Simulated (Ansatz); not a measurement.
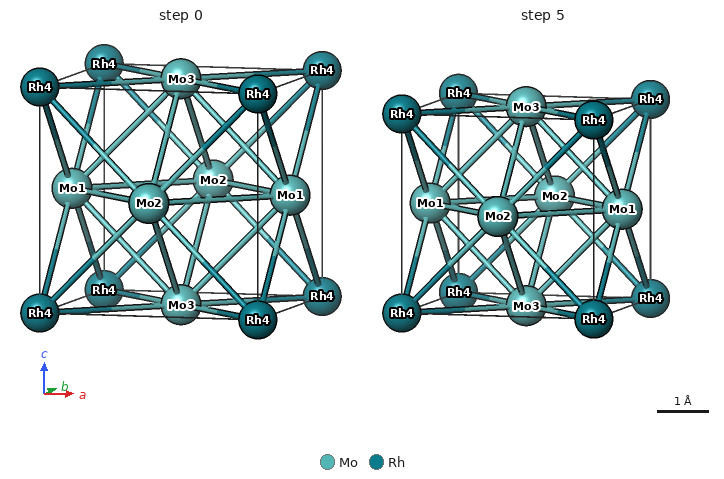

The structure of crystalline Mo₃Rh (a generated structure, set up in Pm-3m) (coarse preliminary run) before (left) and after (right) a relaxation, at one scale.

Style: ball-and-stick. Shown: the cell of the calculation, slightly off an axis.

All numbers below come from DFT PBE, scalar-relativistic, plane waves, PAW (Ansatz 0.2.0). Settings: plane-wave cutoff 420 eV; k-point mesh 4 × 4 × 4; occupations gaussian; smearing width 0.1 eV; no spin polarisation; cell and atoms relaxed; force threshold 0.04 eV/Å; at most 70 steps.

Question: Summarise the run.

Answer: The energy falls by 5.195 eV per cell of the calculation in 4 accepted moves (5 points after the start). All forces vanish by symmetry, so only the cell relaxes. The pressure goes from −40.52 to 0.01 GPa. The SCF was repeated once at an unchanged geometry on a basis and grid sized afresh for the cell, which shifted the energy by 5.5 meV per cell of the calculation at most. No atom moves by more than 0.005 Å relative to the cell. Cell: a = b = c 4.482 → 3.948 Å (−11.9 %). Volume −31.6 %. Near-neighbour distances that change, for instance: Mo1–Rh4 3.169 → 2.792 Å, Mo1–Mo2 3.169 → 2.792 Å. The space group stays Pm-3m (No. 221).
